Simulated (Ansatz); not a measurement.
**C₂H₁₀AsNSi (SMILES CC([SiH3])N[AsH2]): density, localisation and related maps**

Input

```
crystal:
  periodic: [false, false, false]
  atoms:
    - { symbol: C, position_ang: [-0.701, -1.3793, -0.4254] }
    - { symbol: C, position_ang: [0.2459, -0.2657, 0.0194] }
    - { symbol: Si, position_ang: [1.3676, 0.1867, -1.4055] }
    - { symbol: "N", position_ang: [-0.35, 0.9658, 0.4801] }
    - { symbol: As, position_ang: [-1.1371, 0.681, 2.2177] }
    - { symbol: H, position_ang: [-0.207, -2.2272, -0.7765] }
    - { symbol: H, position_ang: [-1.387, -1.6248, 0.406] }
    - { symbol: H, position_ang: [-1.3378, -0.9415, -1.281] }
    - { symbol: H, position_ang: [0.8907, -0.6609, 0.8735] }
    - { symbol: H, position_ang: [2.3744, 1.1885, -0.9063] }
    - { symbol: H, position_ang: [2.1045, -1.0177, -1.8224] }
    - { symbol: H, position_ang: [0.6358, 0.747, -2.4889] }
    - { symbol: H, position_ang: [-1.2676, 1.2162, -0.1712] }
    - { symbol: H, position_ang: [0.2365, 0.8917, 2.9202] }
    - { symbol: H, position_ang: [-1.4897, 2.1895, 2.3896] }
basis:
  gaussian: { orbitals: def2-SVP }
hamiltonian:
  xc: pbe
  dispersion: d4
relax:
  f_tol: 0.015
  max_steps: 40
output:
  orbitals: {}
```

Run with:

```sh
ansatz run input.yaml --threads 2 --pin off --max-ram 3072MiB --backend cpu --events-out ev --progress --plain --runs-dir out
```

The fields are those of the run's last geometry, not of the input's.

Computed with RKS PBE-D4/def2-SVP (Ansatz 0.2.0).

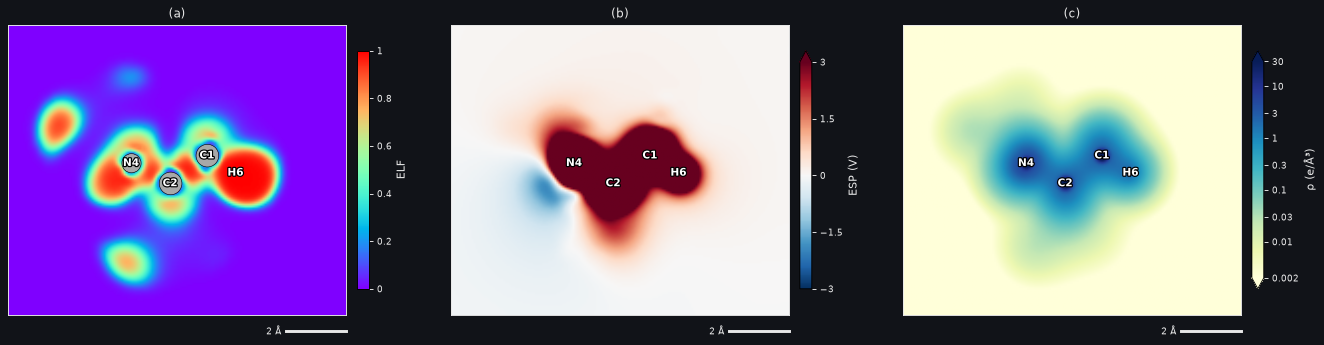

Figure 1. (a) electron localisation function; (b) molecular electrostatic potential; (c) total electron density on the plane of atoms C2, C1 and H6. Grey discs cover the atomic cores in the ELF map.

**Interpret the plot.**

- The plane passes through C, N and H nuclei.
- C–N (1.47 Å): the density is about 1.8 e/Å³ at the midpoint; the ELF peaks at about 0.90 between the atoms: a shared electron pair.
- C–C (1.54 Å): ρ at the midpoint is about 1.6 e/Å³; the ELF peaks at about 0.95 between the atoms, as expected for a covalent bond.
- C–H (1.11 Å): the density is about 1.9 e/Å³ at the midpoint; the ELF climbs to about 1 towards the hydrogen, as it does in any bond to H; a covalent bond by its length.
- The ELF also peaks beside N4, away from the bonds: lone-pair regions.
- Outside the dense part of the molecule the potential is most negative (−1.9 V) near N4.

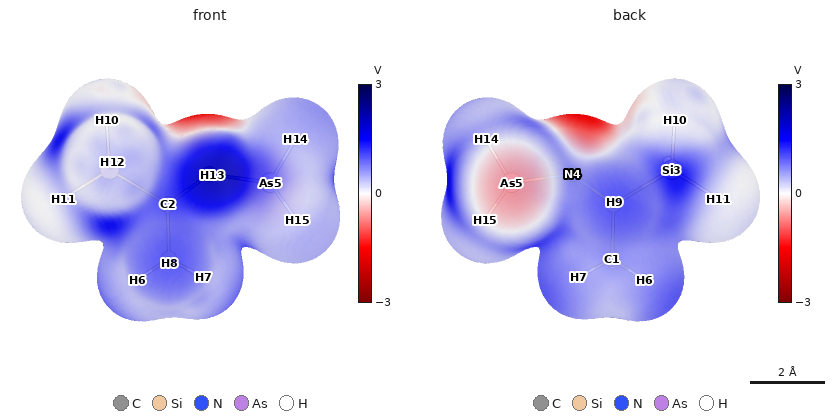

Figure 2. The electrostatic potential painted on the density surface at 0.004 e/bohr³, seen from the front and from behind; red is negative and blue positive.

**Describe the electrostatic potential map.**

The most negative region (about −1.5 V) lies over N4, the most positive (about +2.0 V) over H13. N4 is the likeliest acceptor of a hydrogen bond.

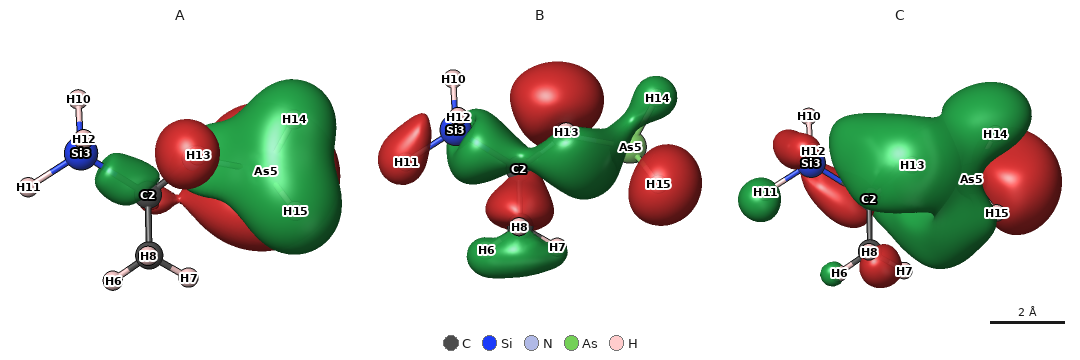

Figure 3. Three frontier orbitals at ±0.06 Å⁻³ᐟ² (green and red are the two phases), in no order.

**Order the three orbitals by energy and name them.**

A is the HOMO−1 (−6.42 eV). It lies mainly on As5 (about 70 %), H15 (about 10 %), N4 (about 10 %) and H14 (about 5 %); largely a lone pair of As5. B is the HOMO (−5.28 eV). By Hirshfeld shares it lies mainly on N4 (about 55 %), C2 (about 10 %), As5 (about 10 %) and C1 (about 5 %). C is the LUMO (−0.79 eV). It lies mainly on As5 (about 50 %), N4 (about 15 %) and H14 (about 10 %).

**What is the HOMO–LUMO gap?**

4.49 eV between the orbital energies.

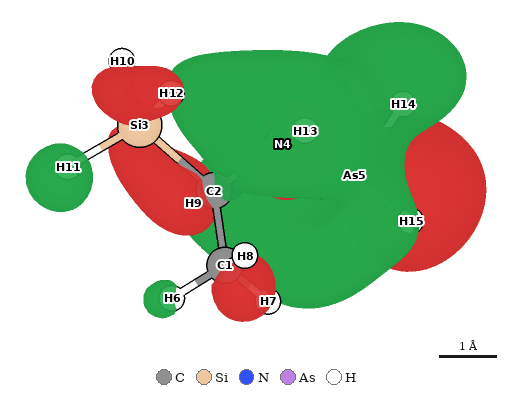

Figure 4. The LUMO at ±0.06 Å⁻³ᐟ² (green and red are the two phases), seen at a tilt.

**Where does this orbital lie, and at what energy?**

By Hirshfeld shares it lies mainly on As5 (about 50 %), N4 (about 15 %) and H14 (about 10 %). Its energy is −0.79 eV.
